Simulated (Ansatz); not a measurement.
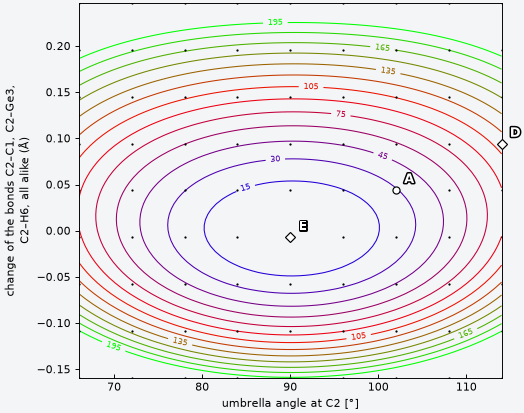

C₂H₅GeO, SMILES [CH]=[CH][GeH2][OH], spin multiplicity 2. Coordinates scanned: (1) umbrella angle at C2 (between each of its bonds and their common axis; 90 is planar); (2) change of the bonds C2–C1, C2–Ge3, C2–H6, all alike. Nothing is relaxed (all other coordinates rigid). Grid: 9 × 9 points. Points are written as (first, second). Energies: kJ/mol, counted from the relaxed molecule at the same level. Theory: Ansatz 0.2.0, UKS B3LYP-D4/def2-TZVP.

The picture shows contour lines labelled in kJ/mol (none above 195), dots at the grid points, lettered points. Between grid points the surface is interpolated.

**Is D the lowest point of the computed grid?**

No. D lies 111 kJ/mol above the lowest grid point, which is at (90°, −0.007 Å).

**What kind of point is each of A, E: minimum, saddle, maximum or slope?**

A: on a slope; E: minimum. (In these two coordinates alone; a stationary point may lie a little off the grid point.)

**Rank the lettered points by energy, lowest first.**

E (0.29 kJ/mol), A (29 kJ/mol), D (111 kJ/mol).
